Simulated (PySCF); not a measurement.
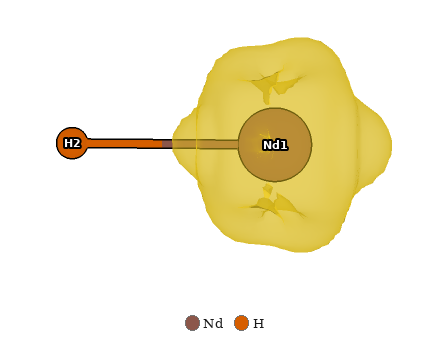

Figure 1: NdH (sextet). Isosurface of the spin density (α minus β) at +0.1 e/Å³ (yellow), seen from one side.

These are results of PBE0/x2c-TZVPPall, spin-free X2C-1e, Gaussian nucleus, at a bond length of 2.127 Å in PySCF, not measurements.

```csv
atom,x (Å),y (Å),z (Å)
Nd,0.0000,0.0000,-0.0150
H,0.0000,0.0000,2.1120
```

> Which atoms carry the spin?

The unpaired spin (5 electrons) lies mostly on Nd1 (about 5.0), in electrons by Hirshfeld's partition.
